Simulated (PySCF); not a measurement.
Cd(NH2)(GeH3), SMILES [NH2][Cd][GeH3], PBE0/def2-SVP optimised geometry. Atoms within 1.6 Å of the plane z = 1.0 Å (x, y, z in Å): Cd1 (0.30, -0.31, 0.00), N2 (2.31, -0.24, -0.13), H3 (2.80, -1.12, -0.23), H4 (2.80, 0.30, 0.59), Ge5 (-2.22, -0.31, 0.00), H6 (-2.80, 1.12, 0.00), H8 (-2.80, -1.02, 1.24).

Method: PBE0/def2-TZVP, def2 effective core potentials past Kr in PySCF. The core electrons that the potentials of Cd replace are not part of the density.

Map of the Laplacian of the electron density (e/bohr⁵) on the plane z = 1.0 Å:

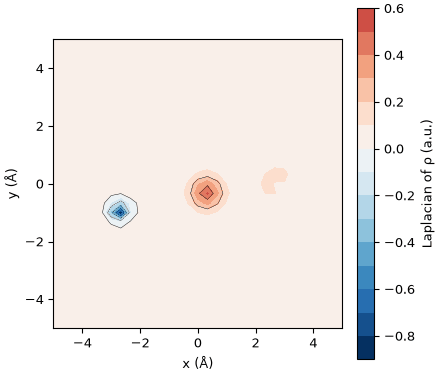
Figure. Laplacian of the electron density (e/bohr⁵) on the plane z = 1.0 Å.
